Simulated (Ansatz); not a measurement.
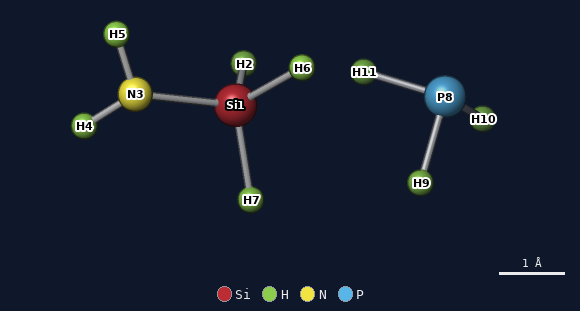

This is the input geometry for a relaxation of SiPNH8. The picture is a ball-and-stick view, seen at a tilt.

The run prepares an end point of a later path (reaction) calculation, from a guessed geometry.

The calculation used Ansatz 0.2.0, RHF/cc-pVDZ.

The input:
```yaml
crystal:
  periodic: [false, false, false]
  atoms:
    - { symbol: Si, position_ang: [0.293368, -0.094134, -0.094674] }
    - { symbol: H, position_ang: [0.339625, -0.147479, 1.374157] }
    - { symbol: "N", position_ang: [1.828582, 0.076248, -0.901091] }
    - { symbol: H, position_ang: [2.460702, -0.704439, -0.875626] }
    - { symbol: H, position_ang: [2.34304, 0.925177, -0.751975] }
    - { symbol: H, position_ang: [-0.549125, 1.058596, -0.495129] }
    - { symbol: H, position_ang: [-0.308382, -1.372631, -0.560045] }
    - { symbol: P, position_ang: [-2.788024, 0.242979, 1.299468] }
    - { symbol: H, position_ang: [-2.763881, -0.811648, 0.347894] }
    - { symbol: H, position_ang: [-3.430838, -0.51084, 2.311165] }
    - { symbol: H, position_ang: [-1.477967, 0.026071, 1.794156] }
basis:
  gaussian: { orbitals: cc-pVDZ }
hamiltonian:
  xc: hf
relax:
  f_tol: 0.03
  max_steps: 50
```

Launched with:
```bash
ansatz run input.yaml --threads 1 --pin off --max-ram 2048MiB --backend cpu --events-out ev --progress --plain --runs-dir out
```

**What does the optimiser find from here?**

After 15 accepted moves (16 points after the start) the energy has fallen by 0.355 eV. Largest force component: 0.66 eV/Å at the start, 0.027 eV/Å at the end. The line search rejected the trial step at point 14 of the run. The forces were under the threshold at step 9, but the run went on from there. The atom that moves furthest after the best rigid fit is H11 (1.35 Å). Largest moves by element: H 1.35 Å, P 1.31 Å, Si 0.61 Å, N 0.58 Å. Among the contacts that change: Si1–H2 1.471 → 1.494 Å. The run took 26 s on 1 thread of Arm Neoverse V2 (shared host), peak memory 0.16 GiB.

The structure at the end:

```xyz
11

Si    0.8793   -0.1760   -0.2562
H     1.1083   -0.1974    1.2196
N     2.3067    0.0660   -1.2270
H     2.9958   -0.6642   -1.2306
H     2.7680    0.9555   -1.1634
H    -0.0683    0.9311   -0.5471
H     0.2805   -1.4814   -0.6373
P    -3.9774    0.2023    1.8403
H    -3.5868   -0.4033    0.6180
H    -4.1040   -1.0176    2.5551
H    -2.6551    0.4728    2.2770
```

After the run, drawn alike:

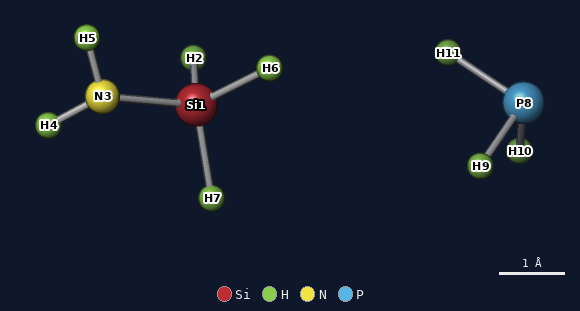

Limits of the set-up: Hartree-Fock leaves out electron correlation.
